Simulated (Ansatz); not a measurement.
# BO (quartet): wB97M-V, B2PLYP over vertical spin and charge gaps, def2-QZVPP

Aim: run BO (quartet) with these functionals over vertical spin and charge gaps, and hold them against the top wave-function level at the same points.

Method: def2-QZVPP, all electrons in the functionals, frozen cores in the correlation of double hybrids and RPA; program: Ansatz 0.2.0, Gaussian basis.

The runs, in order: wB97M-V, B2PLYP, at charge 0, quartet; charge 0, doublet; charge 0, sextet; charge 1, triplet; charge 1, quintet.

## 1. What is computed

The geometry is a PBE0/def2-TZVP stationary point (not a proven minimum).

2 atoms, charge 0, spin multiplicity 4.

Atoms are counted from 1 here; the program's logs count them from 0.

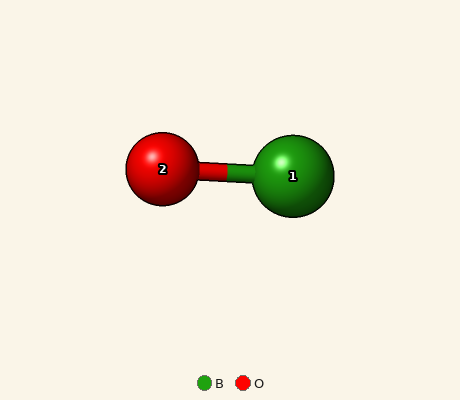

The structure; boron green, oxygen red; atoms are numbered from 1 in the order of the file.

No dispersion term is added; wB97M-V holds VV10 nonlocal correlation.

The geometry shown and the zero of energy belong to the point charge 0, quartet. The yardstick, UCCSD(T), and other wave-function levels (R restricted, U unrestricted, valence and pair active spaces) come from earlier runs.

## 2. wB97M-V, charge 0, quartet

in.yaml

```yaml
crystal:
  periodic: [false, false, false]
  atoms:
    - {symbol: B, position_ang: [0.000000, 0.000000, 0.000000]}
    - {symbol: O, position_ang: [0.000000, 0.000000, 1.403204]}
basis:
  gaussian: {orbitals: "def2-QZVPP.json"}
magnetization: {spin_polarized: true, initial_magnetization: 3}
hamiltonian: {xc: {name: wB97M-V}}
output: {orbitals: {seedname: orbitals}}
```

Run with:

```bash
> ansatz run in.yaml --threads 1 --pin off --events-out ev --progress --plain --max-ram 2393MiB
```

The log of the run, shortened:

```text
Functional definition: wB97M-V
  name "wB97M-V"
  cite "Mardirossian & Head-Gordon, J. Chem. Phys. 144, 214110 (2016) doi:10.1063/1.4952647"
  cite "Becke, J. Chem. Phys. 107, 8554 (1997) doi:10.1063/1.475007"
  cite "Vydrov & Van Voorhis, J. Chem. Phys. 133, 244103 (2010) doi:10.1063/1.3521275"
  # Of w^i u^j: cxij and so on, Table III.
[...]
  gx(w, u) = 1 - cx + cx01*u + cx10*w
  gss(w, u) = css00 + css04*u^4 + css10*w + css20*w^2 + css43*w^4*u^3
  gos(w, u) = cos00 + cos10*w + (cos20 + cos21*u)*w^2 + (cos60 + cos61*u)*w^6
[...]
      + integral(e_c_pw_mod_opposite_spin*gos(b97_w_opposite, b97_u_opposite)) + vv10(b, c)
371 factors; their error is unknown
101 factors; integrals over basis functions are off by at most 2.3e-5 eV
[...]
mean field -2716.35448958 eV, -99.8241862809 hartree, gradient 7.8e-6 eV, S^2 3.752630; 3 other end points of the search recorded, 0 dependent functions left out
reference -2716.35452748 eV, -99.8241876736 hartree; 8, 5 occupied and 106, 109 virtual orbitals, 371 factors
Total energy: -2716.35452748 eV, -99.8241876736 hartree
```

Wall time 14 s (1 thread of Arm Neoverse V2, shared host).

From the report: ⟨S²⟩ of the determinant 3.753 (pure quartet: 3.75).

## 3. wB97M-V, charge 0, doublet

in.yaml: that of step 2 with these lines changed.

```diff
@@ -7,3 +7,3 @@
   gaussian: {orbitals: "def2-QZVPP.json"}
-magnetization: {spin_polarized: true, initial_magnetization: 3}
+magnetization: {spin_polarized: true, initial_magnetization: 1}
 hamiltonian: {xc: {name: wB97M-V}}
```

Same command.

The log of the run, shortened:

```text
Functional definition: wB97M-V
  name "wB97M-V"
  cite "Mardirossian & Head-Gordon, J. Chem. Phys. 144, 214110 (2016) doi:10.1063/1.4952647"
  cite "Becke, J. Chem. Phys. 107, 8554 (1997) doi:10.1063/1.475007"
  cite "Vydrov & Van Voorhis, J. Chem. Phys. 133, 244103 (2010) doi:10.1063/1.3521275"
  # Of w^i u^j: cxij and so on, Table III.
[...]
  gx(w, u) = 1 - cx + cx01*u + cx10*w
  gss(w, u) = css00 + css04*u^4 + css10*w + css20*w^2 + css43*w^4*u^3
  gos(w, u) = cos00 + cos10*w + (cos20 + cos21*u)*w^2 + (cos60 + cos61*u)*w^6
[...]
      + integral(e_c_pw_mod_opposite_spin*gos(b97_w_opposite, b97_u_opposite)) + vv10(b, c)
371 factors; their error is unknown
101 factors; integrals over basis functions are off by at most 2.3e-5 eV
[...]
mean field -2721.02673115 eV, -99.9958879917 hartree, gradient 5.5e-5 eV, S^2 0.761172; 0 other end points of the search recorded, 0 dependent functions left out
reference -2721.02676987 eV, -99.9958894145 hartree; 7, 6 occupied and 107, 108 virtual orbitals, 371 factors
Total energy: -2721.02676987 eV, -99.9958894145 hartree
```

Wall time 4.2 s (1 thread of Arm Neoverse V2, shared host).

From the report: ⟨S²⟩ of the determinant 0.761 (pure doublet: 0.75).

From charge 0, quartet: -107.7 kcal/mol.

## 4. wB97M-V, charge 0, sextet

in.yaml: that of step 3 with these lines changed.

```diff
@@ -7,3 +7,3 @@
   gaussian: {orbitals: "def2-QZVPP.json"}
-magnetization: {spin_polarized: true, initial_magnetization: 1}
+magnetization: {spin_polarized: true, initial_magnetization: 5}
 hamiltonian: {xc: {name: wB97M-V}}
```

The command is unchanged.

The log of the run, shortened:

```text
Functional definition: wB97M-V
  name "wB97M-V"
  cite "Mardirossian & Head-Gordon, J. Chem. Phys. 144, 214110 (2016) doi:10.1063/1.4952647"
  cite "Becke, J. Chem. Phys. 107, 8554 (1997) doi:10.1063/1.475007"
  cite "Vydrov & Van Voorhis, J. Chem. Phys. 133, 244103 (2010) doi:10.1063/1.3521275"
  # Of w^i u^j: cxij and so on, Table III.
[...]
  gx(w, u) = 1 - cx + cx01*u + cx10*w
  gss(w, u) = css00 + css04*u^4 + css10*w + css20*w^2 + css43*w^4*u^3
  gos(w, u) = cos00 + cos10*w + (cos20 + cos21*u)*w^2 + (cos60 + cos61*u)*w^6
[...]
      + integral(e_c_pw_mod_opposite_spin*gos(b97_w_opposite, b97_u_opposite)) + vv10(b, c)
371 factors; their error is unknown
101 factors; integrals over basis functions are off by at most 2.3e-5 eV
[...]
mean field -2709.67521092 eV, -99.5787273176 hartree, gradient 3.6e-5 eV, S^2 8.753070; 0 other end points of the search recorded, 0 dependent functions left out
reference -2709.67524704 eV, -99.5787286447 hartree; 9, 4 occupied and 105, 110 virtual orbitals, 371 factors
Total energy: -2709.67524704 eV, -99.5787286447 hartree
```

It took 7.5 s on 1 thread of Arm Neoverse V2, shared host.

From the report: ⟨S²⟩ of the determinant 8.753 (pure sextet: 8.75).

From charge 0, quartet: +154.0 kcal/mol.

## 5. wB97M-V, charge 1, triplet

in.yaml: that of step 4 with these lines changed.

```diff
@@ -7,3 +7,4 @@
   gaussian: {orbitals: "def2-QZVPP.json"}
-magnetization: {spin_polarized: true, initial_magnetization: 5}
+total_charge: 1
+magnetization: {spin_polarized: true, initial_magnetization: 2}
 hamiltonian: {xc: {name: wB97M-V}}
```

Same command.

The log of the run, shortened:

```text
Functional definition: wB97M-V
  name "wB97M-V"
  cite "Mardirossian & Head-Gordon, J. Chem. Phys. 144, 214110 (2016) doi:10.1063/1.4952647"
  cite "Becke, J. Chem. Phys. 107, 8554 (1997) doi:10.1063/1.475007"
  cite "Vydrov & Van Voorhis, J. Chem. Phys. 133, 244103 (2010) doi:10.1063/1.3521275"
  # Of w^i u^j: cxij and so on, Table III.
[...]
  gx(w, u) = 1 - cx + cx01*u + cx10*w
  gss(w, u) = css00 + css04*u^4 + css10*w + css20*w^2 + css43*w^4*u^3
  gos(w, u) = cos00 + cos10*w + (cos20 + cos21*u)*w^2 + (cos60 + cos61*u)*w^6
[...]
      + integral(e_c_pw_mod_opposite_spin*gos(b97_w_opposite, b97_u_opposite)) + vv10(b, c)
371 factors; their error is unknown
101 factors; integrals over basis functions are off by at most 2.3e-5 eV
[...]
mean field -2708.63693557 eV, -99.5405714022 hartree, gradient 2.3e-5 eV, S^2 2.002386; 0 other end points of the search recorded, 0 dependent functions left out
reference -2708.63696657 eV, -99.5405725412 hartree; 7, 5 occupied and 107, 109 virtual orbitals, 371 factors
Total energy: -2708.63696657 eV, -99.5405725412 hartree
```

Run time: 4 s. Hardware: 1 thread of Arm Neoverse V2, shared host.

From the report: ⟨S²⟩ of the determinant 2.002 (pure triplet: 2.00).

From charge 0, quartet: +178.0 kcal/mol.

## 6. wB97M-V, charge 1, quintet

in.yaml: that of step 5 with these lines changed.

```diff
@@ -8,3 +8,3 @@
 total_charge: 1
-magnetization: {spin_polarized: true, initial_magnetization: 2}
+magnetization: {spin_polarized: true, initial_magnetization: 4}
 hamiltonian: {xc: {name: wB97M-V}}
```

The command is unchanged.

The log of the run, shortened:

```text
Functional definition: wB97M-V
  name "wB97M-V"
  cite "Mardirossian & Head-Gordon, J. Chem. Phys. 144, 214110 (2016) doi:10.1063/1.4952647"
  cite "Becke, J. Chem. Phys. 107, 8554 (1997) doi:10.1063/1.475007"
  cite "Vydrov & Van Voorhis, J. Chem. Phys. 133, 244103 (2010) doi:10.1063/1.3521275"
  # Of w^i u^j: cxij and so on, Table III.
[...]
  gx(w, u) = 1 - cx + cx01*u + cx10*w
  gss(w, u) = css00 + css04*u^4 + css10*w + css20*w^2 + css43*w^4*u^3
  gos(w, u) = cos00 + cos10*w + (cos20 + cos21*u)*w^2 + (cos60 + cos61*u)*w^6
[...]
      + integral(e_c_pw_mod_opposite_spin*gos(b97_w_opposite, b97_u_opposite)) + vv10(b, c)
371 factors; their error is unknown
101 factors; integrals over basis functions are off by at most 2.3e-5 eV
[...]
mean field -2702.35004675 eV, -99.3095324995 hartree, gradient 2.5e-5 eV, S^2 6.003081; 0 other end points of the search recorded, 0 dependent functions left out
reference -2702.35008393 eV, -99.3095338658 hartree; 8, 4 occupied and 106, 110 virtual orbitals, 371 factors
Total energy: -2702.35008393 eV, -99.3095338658 hartree
```

Wall time 8 s (1 thread of Arm Neoverse V2, shared host).

From the report: ⟨S²⟩ of the determinant 6.003 (pure quintet: 6.00).

From charge 0, quartet: +323.0 kcal/mol.

## 7. B2PLYP, charge 0, quartet

in.yaml

```yaml
crystal:
  periodic: [false, false, false]
  atoms:
    - {symbol: B, position_ang: [0.000000, 0.000000, 0.000000]}
    - {symbol: O, position_ang: [0.000000, 0.000000, 1.403204]}
basis:
  gaussian: {orbitals: "def2-QZVPP.json"}
magnetization: {spin_polarized: true, initial_magnetization: 3}
hamiltonian: {xc: {name: B2PLYP}}
correlation: {electrons: outside_noble_gas}
```

Launched as before.

The log of the run, shortened:

```text
Functional definition: B2PLYP
  name "B2PLYP"
  cite "Grimme, J. Chem. Phys. 124, 034108 (2006) doi:10.1063/1.2148954"
  cite "Becke, Phys. Rev. A 38, 3098 (1988) doi:10.1103/PhysRevA.38.3098"
  cite "Lee, Yang & Parr, Phys. Rev. B 37, 785 (1988) doi:10.1103/PhysRevB.37.785"
[...]
720 factors; integrals over basis functions are off by at most 9.0e-4 eV
[...]
mean field -2713.39466763 eV, -99.7154148304 hartree, gradient 1.7e-6 eV, S^2 3.754276; 4 other end points of the search recorded, 0 dependent functions left out
2 core orbitals not correlated: weight in the atoms' cores, before any rotation towards them, 1.000 or more for the frozen orbitals, at most 0.000 for the correlated occupied ones
reference -2713.39478458 eV, -99.7154191284 hartree; 6, 3 occupied and 106, 109 virtual orbitals, 720 factors
second order -7.93706114 eV of doubles, -0.00000000 eV of singles
Total energy: -2715.53779109 eV, -99.7941731650 hartree
```

Wall time 4.8 s (1 thread of Arm Neoverse V2, shared host).

From the report: ⟨S²⟩ of the determinant 3.754 (pure quartet: 3.75).

## 8. B2PLYP, charge 0, doublet

in.yaml: that of step 7 with these lines changed.

```diff
@@ -7,3 +7,3 @@
   gaussian: {orbitals: "def2-QZVPP.json"}
-magnetization: {spin_polarized: true, initial_magnetization: 3}
+magnetization: {spin_polarized: true, initial_magnetization: 1}
 hamiltonian: {xc: {name: B2PLYP}}
```

The command is unchanged.

The log of the run, shortened:

```text
Functional definition: B2PLYP
  name "B2PLYP"
  cite "Grimme, J. Chem. Phys. 124, 034108 (2006) doi:10.1063/1.2148954"
  cite "Becke, Phys. Rev. A 38, 3098 (1988) doi:10.1103/PhysRevA.38.3098"
  cite "Lee, Yang & Parr, Phys. Rev. B 37, 785 (1988) doi:10.1103/PhysRevB.37.785"
[...]
720 factors; integrals over basis functions are off by at most 9.0e-4 eV
[...]
mean field -2717.11069421 eV, -99.8519762884 hartree, gradient 2.8e-6 eV, S^2 0.771447; 3 other end points of the search recorded, 0 dependent functions left out
2 core orbitals not correlated: weight in the atoms' cores, before any rotation towards them, 1.000 or more for the frozen orbitals, at most 0.000 for the correlated occupied ones
reference -2717.11080897 eV, -99.8519805059 hartree; 5, 4 occupied and 107, 108 virtual orbitals, 720 factors
second order -12.07314633 eV of doubles, -0.00000000 eV of singles
Total energy: -2720.37055848 eV, -99.9717740908 hartree
```

Wall time 6 s (1 thread of Arm Neoverse V2, shared host).

From the report: ⟨S²⟩ of the determinant 0.771 (pure doublet: 0.75).

From charge 0, quartet: -111.4 kcal/mol.

## 9. B2PLYP, charge 0, sextet

in.yaml: that of step 8 with these lines changed.

```diff
@@ -7,3 +7,3 @@
   gaussian: {orbitals: "def2-QZVPP.json"}
-magnetization: {spin_polarized: true, initial_magnetization: 1}
+magnetization: {spin_polarized: true, initial_magnetization: 5}
 hamiltonian: {xc: {name: B2PLYP}}
```

Same command.

The log of the run, shortened:

```text
Functional definition: B2PLYP
  name "B2PLYP"
  cite "Grimme, J. Chem. Phys. 124, 034108 (2006) doi:10.1063/1.2148954"
  cite "Becke, Phys. Rev. A 38, 3098 (1988) doi:10.1103/PhysRevA.38.3098"
  cite "Lee, Yang & Parr, Phys. Rev. B 37, 785 (1988) doi:10.1103/PhysRevB.37.785"
[...]
720 factors; integrals over basis functions are off by at most 9.0e-4 eV
[...]
mean field -2707.21176545 eV, -99.4881973663 hartree, gradient 3.4e-6 eV, S^2 8.755129; 0 other end points of the search recorded, 0 dependent functions left out
2 core orbitals not correlated: weight in the atoms' cores, before any rotation towards them, 1.000 or more for the frozen orbitals, at most 0.000 for the correlated occupied ones
reference -2707.21188680 eV, -99.4882018259 hartree; 7, 2 occupied and 105, 110 virtual orbitals, 720 factors
second order -5.85609504 eV of doubles, -0.00000000 eV of singles
Total energy: -2708.79303246 eV, -99.5463078572 hartree
```

Run time: 2.3 s. Hardware: 1 thread of Arm Neoverse V2, shared host.

From the report: ⟨S²⟩ of the determinant 8.755 (pure sextet: 8.75).

From charge 0, quartet: +155.5 kcal/mol.

## 10. B2PLYP, charge 1, triplet

in.yaml: that of step 9 with these lines changed.

```diff
@@ -7,3 +7,4 @@
   gaussian: {orbitals: "def2-QZVPP.json"}
-magnetization: {spin_polarized: true, initial_magnetization: 5}
+total_charge: 1
+magnetization: {spin_polarized: true, initial_magnetization: 2}
 hamiltonian: {xc: {name: B2PLYP}}
```

The command is unchanged.

The log of the run, shortened:

```text
Functional definition: B2PLYP
  name "B2PLYP"
  cite "Grimme, J. Chem. Phys. 124, 034108 (2006) doi:10.1063/1.2148954"
  cite "Becke, Phys. Rev. A 38, 3098 (1988) doi:10.1103/PhysRevA.38.3098"
  cite "Lee, Yang & Parr, Phys. Rev. B 37, 785 (1988) doi:10.1103/PhysRevB.37.785"
[...]
720 factors; integrals over basis functions are off by at most 9.0e-4 eV
[...]
mean field -2705.50288887 eV, -99.4253973101 hartree, gradient 9.8e-6 eV, S^2 2.004559; 2 other end points of the search recorded, 0 dependent functions left out
2 core orbitals not correlated: weight in the atoms' cores, before any rotation towards them, 1.000 or more for the frozen orbitals, at most 0.000 for the correlated occupied ones
reference -2705.50298977 eV, -99.4254010183 hartree; 5, 3 occupied and 107, 109 virtual orbitals, 720 factors
second order -8.05397493 eV of doubles, -0.00000000 eV of singles
Total energy: -2707.67756300 eV, -99.5053151106 hartree
```

Run time: 3.5 s. Hardware: 1 thread of Arm Neoverse V2, shared host.

From the report: ⟨S²⟩ of the determinant 2.005 (pure triplet: 2.00).

From charge 0, quartet: +181.3 kcal/mol.

## 11. B2PLYP, charge 1, quintet

in.yaml: that of step 10 with these lines changed.

```diff
@@ -8,3 +8,3 @@
 total_charge: 1
-magnetization: {spin_polarized: true, initial_magnetization: 2}
+magnetization: {spin_polarized: true, initial_magnetization: 4}
 hamiltonian: {xc: {name: B2PLYP}}
```

Launched as before.

The log of the run, shortened:

```text
Functional definition: B2PLYP
  name "B2PLYP"
  cite "Grimme, J. Chem. Phys. 124, 034108 (2006) doi:10.1063/1.2148954"
  cite "Becke, Phys. Rev. A 38, 3098 (1988) doi:10.1103/PhysRevA.38.3098"
  cite "Lee, Yang & Parr, Phys. Rev. B 37, 785 (1988) doi:10.1103/PhysRevB.37.785"
[...]
720 factors; integrals over basis functions are off by at most 9.0e-4 eV
[...]
mean field -2700.05067085 eV, -99.2250319937 hartree, gradient 1.0e-6 eV, S^2 6.005172; 0 other end points of the search recorded, 0 dependent functions left out
2 core orbitals not correlated: weight in the atoms' cores, before any rotation towards them, 1.000 or more for the frozen orbitals, at most 0.000 for the correlated occupied ones
reference -2700.05078170 eV, -99.2250360673 hartree; 6, 2 occupied and 106, 110 virtual orbitals, 720 factors
second order -5.45466675 eV of doubles, -0.00000000 eV of singles
Total energy: -2701.52354172 eV, -99.2791589999 hartree
```

It took 2.3 s on 1 thread of Arm Neoverse V2, shared host.

From the report: ⟨S²⟩ of the determinant 6.005 (pure quintet: 6.00).

From charge 0, quartet: +323.2 kcal/mol.

## 12. Against the wave-function levels

No level is safe as a reference over these points; UCCSD(T) serves as a yardstick only. It comes from earlier runs at the same points. Energies in kcal/mol, counted from charge 0, quartet; blanks weren't run or aren't comparable.

| level | quartet to doublet | quartet to sextet | ionisation to the triplet cation | ionisation to the quintet cation |
| --- | --- | --- | --- | --- |
| UCCSD(T) | -109.2 | 149.5 | 182.8 | 321.9 |
| wB97M-V | -107.7 | 154.0 | 178.0 | 323.0 |
| B2PLYP | -111.4 | 155.5 | 181.3 | 323.2 |

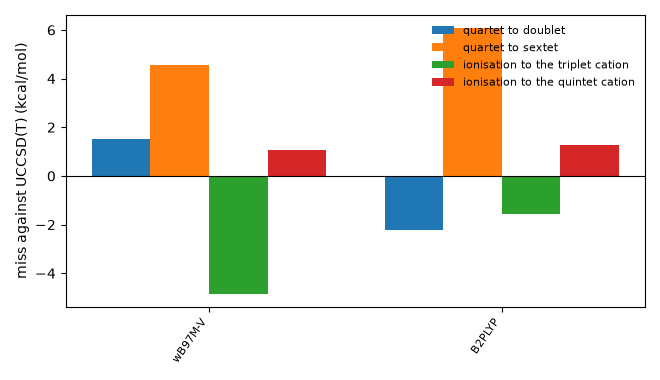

Misses of the gaps against UCCSD(T).

Largest miss and mean time a point (UCCSD(T) took 7.4 s a point; shared hosts):

| level | largest miss (kcal/mol) | where | time a point |
| --- | --- | --- | --- |
| wB97M-V | -4.8 | ionisation to the triplet cation | 7.5 s |
| B2PLYP | +6.1 | quartet to sextet | 3.8 s |

## 13. Results

```
                                  quantity                                             value
              quartet to doublet, UCCSD(T)                                   -109.2 kcal/mol
               quartet to sextet, UCCSD(T)                                    149.5 kcal/mol
ionisation to the triplet cation, UCCSD(T)                                    182.8 kcal/mol
ionisation to the quintet cation, UCCSD(T)                                    321.9 kcal/mol
                     largest miss, wB97M-V  -4.8 kcal/mol (ionisation to the triplet cation)
                      largest miss, B2PLYP                 +6.1 kcal/mol (quartet to sextet)
```

In words: Of the functionals, wB97M-V keep the smallest largest miss at the points compared (at most 4.8 kcal/mol) and B2PLYP strays most (6.1 kcal/mol, at quartet to sextet). Functionals and the yardstick converge differently with the basis, so part of each miss in def2-QZVPP is the basis. The yardstick itself may be off where one determinant is a poor start.
